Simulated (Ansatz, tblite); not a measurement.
# Zr(OSiH3)4 (H₁₂O₄Si₄Zr): rung by rung

How do method and basis change the picture of Zr(OSiH3)4 (H₁₂O₄Si₄Zr) (singlet)?

Computed with Ansatz 0.2.0, Gaussian basis. Level: as each input shows.

Plan: GFN1-xTB, GFN2-xTB, PBE-D4/def2-TZVP, r2SCAN-D4/def2-TZVP, ωB97X-V/def2-TZVP, HF/def2-TZVP, PBE-D4/def2-SVP, PBE0-D4/def2-SVP, MP2/def2-SVP, RPA/def2-SVP.

5 further runs of the same task are left out: 2 that didn't finish, 3 set aside as unsound or not needed. Runs told in other sessions of the task aren't counted.

### Step 1. The relaxed structure

The geometry is that of the singlet, from an earlier relaxation (PBE0-D4/def2-SVP).

21 atoms, charge 0, spin multiplicity 1.

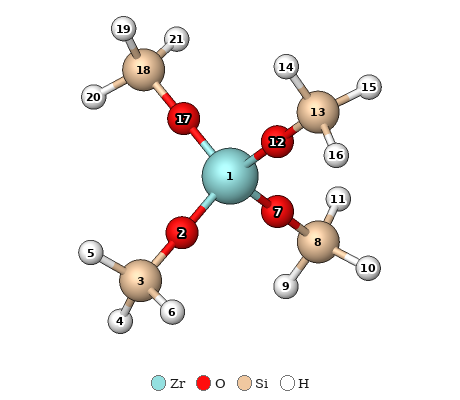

The structure; zirconium light teal, oxygen red, silicon light orange, hydrogen white; atoms are numbered from 1 in the order of the file.

As a file:

```
Zr   -0.0002   -0.0001    0.0002
O     0.8243   -0.6998    1.6155
Si    1.5169   -1.2993    3.0003
H     2.2431   -2.5689    2.6971
H     0.4595   -1.5743    4.0186
H     2.4832   -0.3044    3.5571
O     1.2009   -0.2613   -1.5056
Si    2.2339   -0.4730   -2.7882
H     2.9386   -1.7850   -2.6621
H     3.2472    0.6241   -2.8104
H     1.4656   -0.4521   -4.0690
O    -0.3554    1.8978    0.2240
Si   -0.6591    3.5206    0.4010
H    -1.9439    3.7199    1.1381
H    -0.7624    4.1672   -0.9414
H     0.4492    4.1649    1.1677
O    -1.6704   -0.9370   -0.3330
Si   -3.0916   -1.7484   -0.6131
H    -4.1800   -1.1751    0.2344
H    -2.9248   -3.1945   -0.2791
H    -3.4744   -1.6213   -2.0522
```

Formally the metal is d0. Zr takes a core potential in the def2 sets. No spin-orbit coupling is included.

PBE0-D4/def2-TZVP was run before; its log isn't repeated, and its numbers join the tables.

### Step 2. GFN1-xTB

Tight binding, by tblite at 300 K electronic temperature and without a spin-polarisation term:

```python
tblite.interface.Calculator('GFN1-xTB', numbers, positions, charge=0, uhf=0).singlepoint()
```

Energy -945.2040 eV, HOMO -11.97 eV, LUMO -8.90 eV; 0.02 s.

### Step 3. GFN2-xTB

Tight binding, by tblite at 300 K electronic temperature and without a spin-polarisation term:

```python
tblite.interface.Calculator('GFN2-xTB', numbers, positions, charge=0, uhf=0).singlepoint()
```

Energy -853.7384 eV, HOMO -11.08 eV, LUMO -6.77 eV; 0.013 s.

### Step 4. PBE-D4/def2-TZVP

start.molden holds the orbitals of an earlier run on this state, given as this run's starting guess.

in.yaml

```yaml
crystal:
  periodic: [false, false, false]
  atoms:
    - {symbol: Zr, position_ang: [-0.000167, -0.000091, 0.000220]}
    - {symbol: O, position_ang: [0.824316, -0.699778, 1.615467]}
    - {symbol: Si, position_ang: [1.516871, -1.299274, 3.000313]}
    - {symbol: H, position_ang: [2.243101, -2.568940, 2.697105]}
    - {symbol: H, position_ang: [0.459472, -1.574309, 4.018599]}
    - {symbol: H, position_ang: [2.483197, -0.304398, 3.557134]}
    - {symbol: O, position_ang: [1.200855, -0.261347, -1.505635]}
    - {symbol: Si, position_ang: [2.233919, -0.473017, -2.788154]}
    - {symbol: H, position_ang: [2.938576, -1.784987, -2.662140]}
    - {symbol: H, position_ang: [3.247167, 0.624058, -2.810395]}
    - {symbol: H, position_ang: [1.465619, -0.452085, -4.069034]}
    - {symbol: O, position_ang: [-0.355404, 1.897825, 0.223969]}
    - {symbol: Si, position_ang: [-0.659125, 3.520564, 0.400995]}
    - {symbol: H, position_ang: [-1.943874, 3.719872, 1.138140]}
    - {symbol: H, position_ang: [-0.762395, 4.167218, -0.941368]}
    - {symbol: H, position_ang: [0.449179, 4.164905, 1.167705]}
    - {symbol: O, position_ang: [-1.670372, -0.936976, -0.332986]}
    - {symbol: Si, position_ang: [-3.091641, -1.748376, -0.613075]}
    - {symbol: H, position_ang: [-4.180030, -1.175101, 0.234408]}
    - {symbol: H, position_ang: [-2.924842, -3.194518, -0.279123]}
    - {symbol: H, position_ang: [-3.474411, -1.621256, -2.052155]}
basis:
  gaussian: {orbitals: def2-TZVP, initial_orbitals: start.molden}
hamiltonian: {xc: pbe, dispersion: d4}
scf: {omitted_lower_state_checks: [starts]}
output: {orbitals: {seedname: orbitals}}
```

Run with:

```bash
$ ansatz run in.yaml --threads 4 --pin off --events-out ev --progress --plain --max-ram 6963MiB
```

What it wrote:

```text
Functional definition: PBE
  name "PBE"
  cite "Perdew, Burke & Ernzerhof, Phys. Rev. Lett. 77, 3865 (1996) doi:10.1103/PhysRevLett.77.3865"
  parent pbe
  parameter kappa = 0.804
  parameter beta = 0.06672455060314922
  exchange = pbe_x(kappa = kappa, mu = beta*pi^2/3)
  correlation = pbe_c(beta = beta)
these checks for a lower state are left out or cut short: starts
2461 factors; their error is unknown
mean field evaluation 1: about -41165.2120 eV, gradient 1.6e1 eV
mean field evaluation 2: about -41165.5136 eV, gradient 3.2e-1 eV
mean field evaluation 4: about -41165.4886 eV, gradient 5.5e-4 eV
mean field -41165.48857487 eV, -1512.8038021560 hartree, gradient 2.6e-5 eV, S^2 0.000000; 0 other end points of the search recorded, 0 dependent functions left out
reference -41165.48866399 eV, -1512.8038054314 hartree; 56, 56 occupied and 328, 328 virtual orbitals, 2461 factors
Total energy: -41166.05572161 eV, -1512.8246444146 hartree
Checks for a lower state left out: starts
```

Wall time 8 s (4 threads of Arm Neoverse V2, shared host); peak memory 0.87 GiB.

HOMO -7.27 eV, LUMO -1.43 eV.

### Step 5. r2SCAN-D4/def2-TZVP

in.yaml: that of step 4 with these lines changed.

```diff
@@ -26,3 +26,3 @@
   gaussian: {orbitals: def2-TZVP, initial_orbitals: start.molden}
-hamiltonian: {xc: pbe, dispersion: d4}
+hamiltonian: {xc: r2scan, dispersion: d4}
 scf: {omitted_lower_state_checks: [starts]}
```

Same command.

What it wrote:

```text
Functional definition: r2SCAN
  name "r2SCAN"
  cite "Furness, Kaplan, Ning, Perdew & Sun, J. Phys. Chem. Lett. 11, 8208 (2020) doi:10.1021/acs.jpclett.0c02405"
  cite "Furness, Kaplan, Ning, Perdew & Sun, J. Phys. Chem. Lett. 11, 9248 (2020) doi:10.1021/acs.jpclett.0c03077"
  parent r2scan
  parameter k0 = 0.174
  parameter k1 = 0.065
  parameter a1 = 4.9479
  exchange = r2scan_x(k0 = k0, k1 = k1, a1 = a1)
  correlation = r2scan_c
these checks for a lower state are left out or cut short: starts
2461 factors; their error is unknown
mean field evaluation 1: about -41184.7631 eV, gradient 1.0e1 eV
mean field evaluation 2: about -41184.8490 eV, gradient 1.1e-1 eV
mean field evaluation 4: about -41184.8229 eV, gradient 7.7e-5 eV
mean field -41184.82291418 eV, -1513.5143260206 hartree, gradient 1.1e-5 eV, S^2 0.000000; 0 other end points of the search recorded, 0 dependent functions left out
reference -41184.82294196 eV, -1513.5143270413 hartree; 56, 56 occupied and 328, 328 virtual orbitals, 2461 factors
Total energy: -41184.98556744 eV, -1513.5203034176 hartree
Checks for a lower state left out: starts
```

Run time: 16 s. Hardware: 4 threads of Arm Neoverse V2, shared host; peak memory 0.93 GiB.

From the report: HOMO -7.63 eV, LUMO -1.01 eV.

### Step 6. ωB97X-V/def2-TZVP

in.yaml: that of step 5 with these lines changed.

```diff
@@ -26,3 +26,3 @@
   gaussian: {orbitals: def2-TZVP, initial_orbitals: start.molden}
-hamiltonian: {xc: r2scan, dispersion: d4}
+hamiltonian: {xc: {name: wB97X-V}}
 scf: {omitted_lower_state_checks: [starts]}
```

The command is unchanged.

What it wrote (excerpt; [...] marks lines left out):

```text
Functional definition: wB97X-V
  name "wB97X-V"
  cite "Mardirossian & Head-Gordon, Phys. Chem. Chem. Phys. 16, 9904 (2014) doi:10.1039/C3CP54374A"
  cite "Becke, J. Chem. Phys. 107, 8554 (1997) doi:10.1063/1.475007"
  cite "Vydrov & Van Voorhis, J. Chem. Phys. 133, 244103 (2010) doi:10.1063/1.3521275"
[...]
      + integral(e_c_pw_opposite_spin*poly(b97_u_opposite, cos0, cos1)) + vv10(b, c)
[...]
2492 factors; their error is unknown
664 factors; integrals over basis functions are off by at most 1.1e-5 eV
[...]
mean field -41182.62881052 eV, -1513.4336941981 hartree, gradient 1.2e-5 eV, S^2 0.000000; 0 other end points of the search recorded, 0 dependent functions left out
reference -41182.62880610 eV, -1513.4336940356 hartree; 56, 56 occupied and 328, 328 virtual orbitals, 2492 factors
Total energy: -41182.62880610 eV, -1513.4336940356 hartree
Checks for a lower state left out: starts
```

Run time: 38 s. Hardware: 4 threads of Arm Neoverse V2, shared host; peak memory 2.3 GiB.

HOMO -11.12 eV, LUMO 0.96 eV.

### Step 7. HF/def2-TZVP

in.yaml: that of step 6 with these lines changed.

```diff
@@ -26,3 +26,3 @@
   gaussian: {orbitals: def2-TZVP, initial_orbitals: start.molden}
-hamiltonian: {xc: {name: wB97X-V}}
+hamiltonian: {xc: hf}
 scf: {omitted_lower_state_checks: [starts]}
```

The command is unchanged.

What it wrote:

```text
Functional definition: HF
  name "HF"
  cite "Fock, Z. Phys. 61, 126 (1930) doi:10.1007/BF01340294"
  parent pbe
  exchange = exact_x
  correlation = 0
these checks for a lower state are left out or cut short: starts
2943 factors; their error is unknown
mean field evaluation 1: about -41068.5710 eV, gradient 4.6e1 eV
mean field evaluation 2: about -41070.8328 eV, gradient 2.7e0 eV
mean field evaluation 4: about -41071.6489 eV, gradient 7.9e-1 eV
mean field -41071.64928283 eV, -1509.3552717803 hartree, gradient 1.6e-5 eV, S^2 0.000000; 0 other end points of the search recorded, 0 dependent functions left out
reference -41071.64928283 eV, -1509.3552717803 hartree; 56, 56 occupied and 328, 328 virtual orbitals, 2943 factors
Total energy: -41071.64928283 eV, -1509.3552717803 hartree
Checks for a lower state left out: starts
```

Wall time 13 s (4 threads of Arm Neoverse V2, shared host); peak memory 2.4 GiB.

HOMO -12.26 eV, LUMO 1.60 eV.

### Step 8. PBE-D4/def2-SVP

in.yaml: that of step 7 with these lines changed.

```diff
@@ -25,4 +25,4 @@
 basis:
-  gaussian: {orbitals: def2-TZVP, initial_orbitals: start.molden}
-hamiltonian: {xc: hf}
+  gaussian: {orbitals: def2-SVP, initial_orbitals: start.molden}
+hamiltonian: {xc: pbe, dispersion: d4}
 scf: {omitted_lower_state_checks: [starts]}
```

The command is unchanged.

What it wrote:

```text
Functional definition: PBE
  name "PBE"
  cite "Perdew, Burke & Ernzerhof, Phys. Rev. Lett. 77, 3865 (1996) doi:10.1103/PhysRevLett.77.3865"
  parent pbe
  parameter kappa = 0.804
  parameter beta = 0.06672455060314922
  exchange = pbe_x(kappa = kappa, mu = beta*pi^2/3)
  correlation = pbe_c(beta = beta)
these checks for a lower state are left out or cut short: starts
2330 factors; their error is unknown
mean field evaluation 1: about -41143.4778 eV, gradient 1.2e1 eV
mean field evaluation 2: about -41143.9291 eV, gradient 3.1e-1 eV
mean field evaluation 4: about -41143.7836 eV, gradient 5.2e-4 eV
mean field -41143.78361975 eV, -1512.0061597675 hartree, gradient 2.6e-5 eV, S^2 0.000000; 0 other end points of the search recorded, 0 dependent functions left out
reference -41143.78371017 eV, -1512.0061630905 hartree; 56, 56 occupied and 163, 163 virtual orbitals, 2330 factors
Total energy: -41144.35076779 eV, -1512.0270020737 hartree
Checks for a lower state left out: starts
```

Run time: 4.5 s. Hardware: 4 threads of Arm Neoverse V2, shared host.

HOMO -7.13 eV, LUMO -1.23 eV.

### Step 9. PBE0-D4/def2-SVP

in.yaml: that of step 8 with these lines changed.

```diff
@@ -26,3 +26,3 @@
   gaussian: {orbitals: def2-SVP, initial_orbitals: start.molden}
-hamiltonian: {xc: pbe, dispersion: d4}
+hamiltonian: {xc: pbe0, dispersion: d4}
 scf: {omitted_lower_state_checks: [starts]}
```

Launched as before.

What it wrote:

```text
Functional definition: PBE0
  name "PBE0"
  cite "Adamo & Barone, J. Chem. Phys. 110, 6158 (1999) doi:10.1063/1.478522"
  cite "Perdew, Burke & Ernzerhof, Phys. Rev. Lett. 77, 3865 (1996) doi:10.1103/PhysRevLett.77.3865"
  parent pbe
  parameter a = 0.25
  parameter kappa = 0.804
  parameter beta = 0.06672455060314922
  exchange = (1 - a)*pbe_x(kappa = kappa, mu = beta*pi^2/3) + a*exact_x
  correlation = pbe_c(beta = beta)
these checks for a lower state are left out or cut short: starts
2110 factors; integrals over basis functions are off by at most 1.2e-3 eV
mean field evaluation 1: about -41146.2355 eV, gradient 8.5e0 eV
mean field evaluation 2: about -41146.4130 eV, gradient 1.3e-1 eV
mean field evaluation 4: about -41146.5289 eV, gradient 5.5e-4 eV
mean field -41146.52889778 eV, -1512.1070468743 hartree, gradient 1.3e-5 eV, S^2 0.000000; 0 other end points of the search recorded, 0 dependent functions left out
reference -41146.52896468 eV, -1512.1070493330 hartree; 56, 56 occupied and 163, 163 virtual orbitals, 2110 factors
Total energy: -41147.02648669 eV, -1512.1253329296 hartree
Checks for a lower state left out: starts
```

Run time: 7 s. Hardware: 4 threads of Arm Neoverse V2, shared host; peak memory 0.72 GiB.

Report: HOMO -8.61 eV, LUMO -0.51 eV.

### Step 10. MP2/def2-SVP

in.yaml: that of step 9 with these lines changed.

```diff
@@ -26,3 +26,3 @@
   gaussian: {orbitals: def2-SVP, initial_orbitals: start.molden}
-hamiltonian: {xc: pbe0, dispersion: d4}
+correlation: {method: mp2}
 scf: {omitted_lower_state_checks: [starts]}
```

Same command.

What it wrote:

```text
Functional definition: HF
  name "HF"
  cite "Fock, Z. Phys. 61, 126 (1930) doi:10.1007/BF01340294"
  parent pbe
  exchange = exact_x
  correlation = 0
these checks for a lower state are left out or cut short: starts
2110 factors; integrals over basis functions are off by at most 1.2e-3 eV
mean field evaluation 1: about -41047.7229 eV, gradient 3.0e1 eV
mean field evaluation 2: about -41049.6982 eV, gradient 1.9e0 eV
mean field evaluation 4: about -41049.7297 eV, gradient 4.8e-2 eV
mean field evaluation 8: about -41049.7297 eV, gradient 1.7e-6 eV
mean field -41049.72974221 eV, -1508.5497435200 hartree, gradient 1.7e-6 eV, S^2 0.000000; 0 other end points of the search recorded, 0 dependent functions left out
24 core orbitals not correlated: weight in the atoms' cores, before any rotation towards them, 1.000 or more for the frozen orbitals, at most 0.000 for the correlated occupied ones
reference -41049.72974221 eV, -1508.5497435200 hartree; 32, 32 occupied and 163, 163 virtual orbitals, 2110 factors
second order -37.60045418 eV of doubles, -0.00000000 eV of singles
Total energy: -41087.33019639 eV, -1509.9315347246 hartree
Checks for a lower state left out: starts
```

Run time: 6 s. Hardware: 4 threads of Arm Neoverse V2, shared host; peak memory 0.68 GiB.

Hartree-Fock HOMO -12.24 eV, LUMO 1.75 eV.

### Step 11. RPA/def2-SVP

in.yaml: that of step 10 with these lines changed.

```diff
@@ -26,4 +26,4 @@
   gaussian: {orbitals: def2-SVP, initial_orbitals: start.molden}
-correlation: {method: mp2}
+hamiltonian: {xc: pbe}
+correlation: {method: rpa}
 scf: {omitted_lower_state_checks: [starts]}
-output: {orbitals: {seedname: orbitals}}
```

Same command.

What it wrote (excerpt; [...] marks lines left out):

```text
Functional definition: PBE
  name "PBE"
  cite "Perdew, Burke & Ernzerhof, Phys. Rev. Lett. 77, 3865 (1996) doi:10.1103/PhysRevLett.77.3865"
  parent pbe
[...]
2110 factors; integrals over basis functions are off by at most 1.2e-3 eV
[...]
mean field -41143.78355320 eV, -1512.0061573219 hartree, gradient 1.8e-6 eV, S^2 0.000000; 0 other end points of the search recorded, 0 dependent functions left out
24 core orbitals not correlated: weight in the atoms' cores, before any rotation towards them, 1.000 or more for the frozen orbitals, at most 0.000 for the correlated occupied ones
reference -41046.08220766 eV, -1508.4156990977 hartree; 32, 32 occupied and 163, 163 virtual orbitals, 2110 factors
Total energy: -41107.86563479 eV, -1510.6861981664 hartree
Checks for a lower state left out: starts
```

Run time: 11 s. Hardware: 4 threads of Arm Neoverse V2, shared host; peak memory 0.68 GiB.

### Step 12. Levels side by side

```tsv
level	functions	HOMO (eV)	LUMO (eV)	gap (eV)	time
HF/def2-TZVP	384	-12.26	1.60	13.86	13 s
PBE-D4/def2-SVP	219	-7.13	-1.23	5.90	4.5 s
PBE-D4/def2-TZVP	384	-7.27	-1.43	5.84	8 s
r2SCAN-D4/def2-TZVP	384	-7.63	-1.01	6.63	16 s
PBE0-D4/def2-SVP	219	-8.61	-0.51	8.09	7 s
PBE0-D4/def2-TZVP	384	-8.70	-0.69	8.01	27 s
ωB97X-V/def2-TZVP	384	-11.12	0.96	12.08	38 s
```

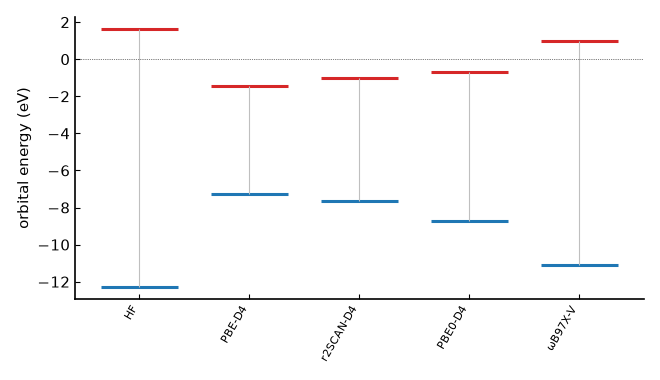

Highest filled (blue) and lowest empty (red) level in def2-TZVP.

The pieces so far (eV):

```tsv
basis	HF	MP2 correlation	total
def2-SVP	-41049.7297	-37.6005	-41087.3302 (MP2)
```

### Step 13. Binding energy

Free atoms were run apart at each level; binding is atoms less cluster, divided by the number of atoms, without zero-point or spin-orbit terms.

```tsv
level	binding an atom (eV)
HF/def2-SVP	2.894
HF/def2-TZVP	2.914
PBE0-D4/def2-SVP	3.816
PBE0-D4/def2-TZVP	3.824
ωB97X-V/def2-TZVP	3.923
MP2/def2-SVP	3.722
```

### Step 14. Summary of results

| quantity | value |
| --- | --- |
| gap in def2-TZVP, named functionals and Hartree-Fock, smallest and largest | 5.84 eV (PBE-D4), 13.86 eV (HF) |
| correlation energy, MP2/def2-SVP | -37.60 eV |
| binding an atom, functionals in def2-TZVP | 3.82 (PBE0-D4) to 3.92 eV (ωB97X-V) |
| PBE0 total energy, smallest basis above largest | 21.57 eV (def2-SVP, def2-TZVP) |

In words: Over the named functionals and Hartree-Fock in def2-TZVP the gap runs from 5.84 eV (PBE-D4) to 13.86 eV (HF); exact exchange widens it.

The slowest run with a step of its own, ωB97X-V/def2-TZVP, took 38 s; the quickest functional in def2-TZVP took 8 s (shared host).
